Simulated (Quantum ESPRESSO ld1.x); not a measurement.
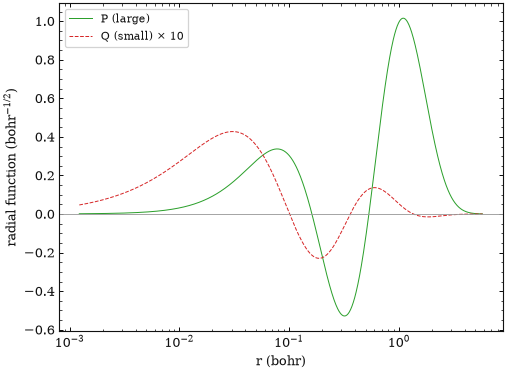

The niobium ion Nb³⁺; electrons: [Kr] 4d2 (open shells shared over both j by 2j + 1). Theory: Dirac Kohn-Sham, BP86, spin-unpolarised, spherical densities, point nucleus (computed with Quantum ESPRESSO ld1.x 7.5).

The plot shows the large and small radial components of the 4p1/2 spinor.

**Read the plot.**

The spinor has κ = 1: the large component has l = 1 and 2 radial nodes (r = 0.162 and 0.534 bohr), the small one has l = 0. The small component carries 0.022 % of the norm; ⟨r⟩ = 1.25 bohr and the eigenvalue is −66.2 eV.
